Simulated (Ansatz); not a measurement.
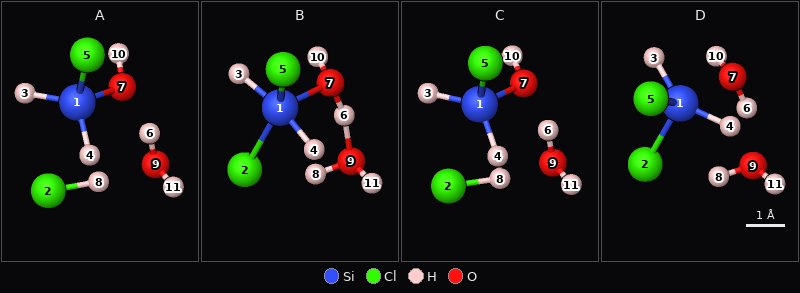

4 geometries from a converged minimum-energy path of SiH₆O₂Cl₂, shuffled. Style: ball-and-stick. Shown from a free direction.

The calculation used Ansatz 0.2.0, RKS PBE/def2-SVP. Set-up: 7 movable images; climbing image; force threshold 0.05 eV/Å; iteration limit 60; starting path through a guess of the saddle point.

Which of them lies highest in energy?

Answer. B. In order along the path, whose images run from 0 to 8: D (image 2, +19.3 kJ/mol), B (image 5, +52.6 kJ/mol), C (image 7, +3.6 kJ/mol), A (image 8, −4.0 kJ/mol). Breaking: H6–O7 (1.01 → 1.10 at the top → 1.76 Å), H8–O9 (0.98 → 1.01 at the top → 1.57 Å), Si1–Cl2 (2.14 → 2.33 at the top → 3.42 Å). Forming: Cl2–H8 (2.35 → 2.06 at the top → 1.37 Å), H6–O9 (1.68 → 1.38 at the top → 1.00 Å), Si1–O7 (2.28 → 1.87 at the top → 1.70 Å).
